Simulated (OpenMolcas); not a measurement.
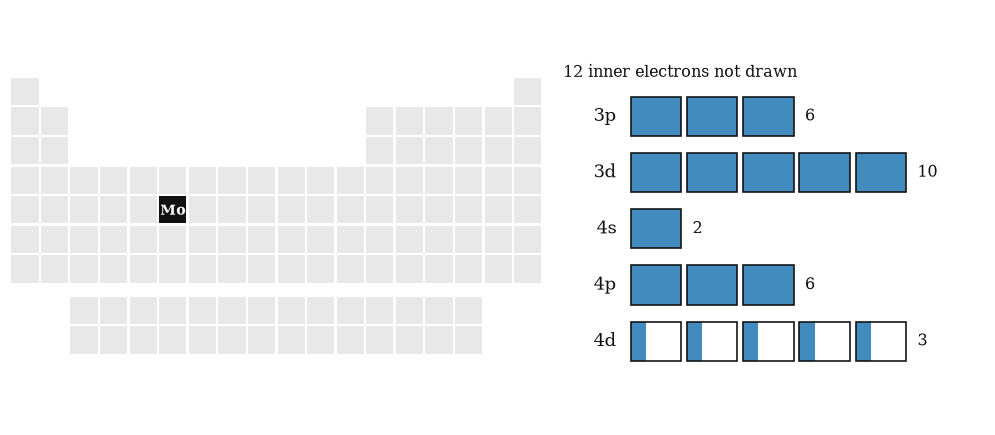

Fig. 1: Left, the place of molybdenum in the periodic table; right, the outer shells of the leading configuration of the lowest level: a box for each of the 2l + 1 orbitals, shaded by the share of the shell that is filled, with the electron count at the right.

Multiconfigurational calculation for Mo³⁺ complex (part 1 of 2)

- system: Mo³⁺ with 6 ligands (O; octahedron, 2.07 Å), neutralised by 6 outer point charges of +1.5 e, whose field is part of the energies.
- method: state-averaged CASSCF, active space 3 electrons in the shell 4d, basis ANO-RCC-VDZP on the metal and ANO-RCC-VDZP on the ligands, DKH2 scalar Hamiltonian, spin-orbit coupling by RASSI with atomic mean-field integrals (OpenMolcas)

Input:
```
&GATEWAY
Coord
7

Mo 0.0 0.0 0.0
O 2.070000 0.000000 0.000000
O 0.000000 2.070000 0.000000
O -2.070000 0.000000 0.000000
O 0.000000 -2.070000 0.000000
O 0.000000 0.000000 2.070000
O 0.000000 0.000000 -2.070000
Basis=Mo.ANO-RCC-VDZP,O.ANO-RCC-VDZP
Group=XYZ
NoMove
AngMom=0.0 0.0 0.0
AMFI
RICD
XField
3 Angstrom 0
4.670000 0.000000 0.000000 1.500000
0.000000 4.670000 0.000000 1.500000
0.000000 0.000000 4.670000 1.500000
&SEWARD
&RASSCF
FileOrb=start.orb
Symmetry=1
Spin=4
nActEl=3 0 0
Inactive=24 24
Ras2=5 0
CIRoot=10 10 1
SDav=10
CIMx=300
Iter=150 100
PrWF=0.3
OrbListing=Nothing
MaxOrb=0
LevShft=1.0
>>> COPY $Project.JobIph JOB001
&RASSCF
FileOrb=start.orb
Symmetry=1
Spin=2
nActEl=3 0 0
Inactive=24 24
Ras2=5 0
CIRoot=40 40 1
SDav=40
CIMx=300
Iter=150 100
PrWF=0.3
OrbListing=Nothing
MaxOrb=0
LevShft=1.0
>>> COPY $Project.JobIph JOB002
&RASSI
NrOfJobIphs=2 10 40
1 2 3 4 5 6 7 8 9 10
1 2 3 4 5 6 7 8 9 10 11 12 13 14 15 16 17 18 19 20 21 22 23 24 25 26 27
28 29 30 31 32 33 34 35 36 37 38 39 40
IphNames
JOB001
JOB002
EJob
SpinOrbit
DIPRint=1.0
SOCoupling=1000.0
Subsets=2
Property=9
'ANGMOM' 1 'ANGMOM' 2 'ANGMOM' 3 'MLTPL  1' 1 'MLTPL  1' 2 'MLTPL  1' 3
'AMFI' 1 'AMFI' 2 'AMFI' 3
SOProperty=3
'ANGMOM' 1 'ANGMOM' 2 'ANGMOM' 3
```

The file start.orb holds starting orbitals from an earlier step. A driver script formed the levels outside the program, from RASSI's spin-orbit matrix and the active-space energies, averaged over the components of each term or state.

Command:
```bash
OMP_NUM_THREADS=1 MOLCAS_MEM=2457 MOLCAS_PROJECT=a pymolcas a.inp > a.log  # once for each step of the input, in one work folder
```

Output (extracts):
```
--- SEWARD ---
Basis set label: MO.ANO-RCC...6S5P3D1F.

      Electronic valence basis set:
      ------------------
      Associated Effective Charge  42.000000 au
      Associated Actual Charge     42.000000 au
      Nuclear Model: Point charge

      Shell  nPrim  nBasis  Cartesian Spherical Contaminant
         s      21       6        X
         p      18       5        X
         d      13       3                 X
         f       6       1                 X
                  Relativistic Douglas-Kroll-Hess integrals:
                    - DKH order of Hamiltonian: 2
                    - DKH order of Properties : 0
                  Atomic mean-field integrals
--- RASSCF ---
Wave function specifications:
      -----------------------------

      Number of closed shell electrons          96
      Number of electrons in active shells       3
      Max number of holes in RAS1 space          0
      Max nr of electrons in RAS3 space          0
      Number of inactive orbitals               48
      Number of active orbitals                  5
      Number of secondary orbitals              74
      Spin quantum number                      1.5
      State symmetry                             1
Orbital specifications:
      -----------------------

      Symmetry species                           1   2
                                                ag  au
      Frozen orbitals                            0   0
      Inactive orbitals                         24  24
      Active orbitals                            5   0
      RAS1 orbitals                              0   0
      RAS2 orbitals                              5   0
      RAS3 orbitals                              0   0
      Secondary orbitals                        34  40
      Deleted orbitals                           0   0
      Number of basis functions                 63  64
      Number of CSFs                            10
      Number of root(s) required                10
      Iter CI   SX   CI       RASSCF       Energy    max ROT     max BLB   max BLB  Level Ln srch  Step   QN
          iter iter root      energy       change     param      element    value   shift minimum  type update
 Nr of preliminary CI iterations:   1
      Total energies have been shifted. Add                -4000.00 au
        1   1   10    0  -495.12231172    0.00E+00   9.15E-02   13  40 2 -6.52E-01*  1.15   0.00    SX    NO
        2   1   11    0  -497.57014086   -2.45E+00*  7.21E-02   12  39 2 -3.54E-01*  1.14   0.00    SX    NO
        3   1   11    0  -498.31139548   -7.41E-01*  4.14E-02   12  39 2 -1.45E-01*  1.12   0.00    SX    NO
        4   1   11    0  -498.47144523   -1.60E-01*  2.88E-02   24  34 2 -7.97E-02*  1.09   0.00    SX    NO
        5   1   11    0  -498.53864254   -6.72E-02*  3.17E-02   24  34 2 -6.57E-02*  1.07   2.50    LS   YES
        6   1   10    0  -498.58805712   -4.94E-02*  3.09E-02   24  34 2 -4.93E-02*  1.05   2.32    LS   YES
        7   1   10    0  -498.61049042   -2.24E-02*  2.24E-02   19  49 1  4.01E-02*  1.03   1.36    QN   YES
        8   1   10    0  -498.63210379   -2.16E-02*  2.62E-02   21  56 2 -3.50E-02*  1.02   2.50    LS   YES
        9   1   10    0  -498.64484069   -1.27E-02* -2.19E-02   11  38 2 -3.86E-02*  1.00   1.44    QN   YES
       10   1   10    0  -498.65481932   -9.98E-03* -1.61E-02   12  36 1 -2.45E-02*  0.99   1.81    LS   YES
        ...
       23   1    6    0  -498.66228175   -1.21E-07* -5.32E-05   10  38 2 -1.81E-04*  0.98   1.00    QN   YES
       24   1    6    0  -498.66228182   -6.44E-08* -2.59E-05   10  38 2 -4.04E-05   0.98   1.47    QN   YES
       25   1    5    0  -498.66228183   -1.57E-08*  9.50E-06   10  38 2  1.79E-05   0.98   1.24    QN   YES
       26   1    5    0  -498.66228183   -2.30E-09   5.76E-06   10  38 2  1.15E-05   0.98   1.43    QN   YES
      Convergence after 26 iterations
       27   1    5    0  -498.66228183   -5.00E-10   5.76E-06   12  38 1 -3.14E-06   0.98   1.43    QN   YES
      Natural orbitals and occupation numbers for root  1
      sym 1:   1.000000   1.000000  -0.000000   1.000000   0.000000
      Natural orbitals and occupation numbers for root  2
      sym 1:   1.000000   0.000000   0.000000   1.000000   1.000000
      Natural orbitals and occupation numbers for root  3
      sym 1:   1.000000   1.000000   1.000000   0.000000   0.000000
::    RASSCF root number  1 Total energy:  -4498.76790871
::    RASSCF root number  2 Total energy:  -4498.69226264
::    RASSCF root number  3 Total energy:  -4498.69226264
::    RASSCF root number  4 Total energy:  -4498.69226264
::    RASSCF root number  5 Total energy:  -4498.66283414
::    RASSCF root number  6 Total energy:  -4498.66283413
::    RASSCF root number  7 Total energy:  -4498.66283413
::    RASSCF root number  8 Total energy:  -4498.59653977
::    RASSCF root number  9 Total energy:  -4498.59653977
::    RASSCF root number 10 Total energy:  -4498.59653976
--- RASSCF ---
Wave function specifications:
      -----------------------------

      Number of closed shell electrons          96
      Number of electrons in active shells       3
      Max number of holes in RAS1 space          0
      Max nr of electrons in RAS3 space          0
      Number of inactive orbitals               48
      Number of active orbitals                  5
      Number of secondary orbitals              74
      Spin quantum number                      0.5
      State symmetry                             1
Orbital specifications:
      -----------------------

      Symmetry species                           1   2
                                                ag  au
      Frozen orbitals                            0   0
      Inactive orbitals                         24  24
      Active orbitals                            5   0
      RAS1 orbitals                              0   0
      RAS2 orbitals                              5   0
      RAS3 orbitals                              0   0
      Secondary orbitals                        34  40
      Deleted orbitals                           0   0
      Number of basis functions                 63  64
      Number of CSFs                            40
      Number of root(s) required                40
      Iter CI   SX   CI       RASSCF       Energy    max ROT     max BLB   max BLB  Level Ln srch  Step   QN
          iter iter root      energy       change     param      element    value   shift minimum  type update
 Nr of preliminary CI iterations:   1
      Total energies have been shifted. Add                -4000.00 au
        1   1    9    0  -498.59245773    0.00E+00  -6.55E-03   26  32 1 -7.83E-03*  0.93   0.00    SX    NO
        2   1    8    0  -498.59307657   -6.19E-04*  2.85E-03   17  26 1 -4.61E-03*  0.93   0.00    SX    NO
        3   1    8    0  -498.59331348   -2.37E-04* -2.08E-03   17  26 1 -3.20E-03*  0.93   0.00    SX    NO
        4   1    8    0  -498.59342233   -1.09E-04* -1.60E-03   17  26 1 -2.26E-03*  0.93   0.00    SX    NO
        5   1    8    0  -498.59347591   -5.36E-05* -2.36E-03   17  26 1 -1.59E-03*  0.93   2.50    LS   YES
        6   1    7    0  -498.59352188   -4.60E-05* -1.55E-03   17  26 1 -6.07E-04*  0.92   1.67    LS   YES
        7   1    7    0  -498.59353060   -8.72E-06*  3.74E-04   26  32 1  4.79E-04*  0.92   1.01    QN   YES
        8   1    7    0  -498.59353268   -2.08E-06*  4.66E-04   26  32 1  2.65E-04*  0.92   2.25    LS   YES
        9   1    6    0  -498.59353361   -9.30E-07*  4.53E-05   12  35 2 -1.20E-04*  0.92   1.00    QN   YES
       10   1    6    0  -498.59353369   -7.74E-08*  5.06E-05   10  37 2 -4.54E-05   0.92   2.12    LS   YES
       11   1    6    0  -498.59353372   -3.07E-08*  2.41E-05    8  35 1  4.06E-05   0.92   1.02    QN   YES
       12   1    5    0  -498.59353373   -7.49E-09   9.07E-06   16  36 1 -1.67E-05   0.92   1.34    QN   YES
      Convergence after 12 iterations
       13   1    5    0  -498.59353373   -2.00E-09   9.07E-06   16  36 1 -9.33E-06   0.92   1.34    QN   YES
      Natural orbitals and occupation numbers for root  1
      sym 1:   0.980940   1.008112   0.026659   0.978540   0.005749
      Natural orbitals and occupation numbers for root  2
      sym 1:   0.970282   0.997455   0.005749   0.999854   0.026659
      Natural orbitals and occupation numbers for root  3
      sym 1:   0.980974   0.996829   0.014833   0.996829   0.010535
::    RASSCF root number  1 Total energy:  -4498.70236194
::    RASSCF root number  2 Total energy:  -4498.70236193
::    RASSCF root number  3 Total energy:  -4498.70017877
::    RASSCF root number  4 Total energy:  -4498.70017876
::    RASSCF root number  5 Total energy:  -4498.70017876
::    RASSCF root number  6 Total energy:  -4498.67030149
::    RASSCF root number  7 Total energy:  -4498.67030149
::    RASSCF root number  8 Total energy:  -4498.67030148
::    RASSCF root number  9 Total energy:  -4498.63974265
::    RASSCF root number 10 Total energy:  -4498.63592670
::    RASSCF root number 11 Total energy:  -4498.63592669
::    RASSCF root number 12 Total energy:  -4498.63592669
::    RASSCF root number 13 Total energy:  -4498.63038565
::    RASSCF root number 14 Total energy:  -4498.63038562
::    RASSCF root number 15 Total energy:  -4498.63038561
::    RASSCF root number 16 Total energy:  -4498.62154479
::    RASSCF root number 17 Total energy:  -4498.62154479
::    RASSCF root number 18 Total energy:  -4498.61372620
::    RASSCF root number 19 Total energy:  -4498.61372620
::    RASSCF root number 20 Total energy:  -4498.61372619
::    RASSCF root number 21 Total energy:  -4498.58823518
::    RASSCF root number 22 Total energy:  -4498.58823511
::    RASSCF root number 23 Total energy:  -4498.58823510
::    RASSCF root number 24 Total energy:  -4498.58357166
::    RASSCF root number 25 Total energy:  -4498.55713819
::    RASSCF root number 26 Total energy:  -4498.55713819
::    RASSCF root number 27 Total energy:  -4498.55713818
::    RASSCF root number 28 Total energy:  -4498.55503010
::    RASSCF root number 29 Total energy:  -4498.55503010
::    RASSCF root number 30 Total energy:  -4498.55503006
```

(Continued in part 2.) Outcome of the run: converged.
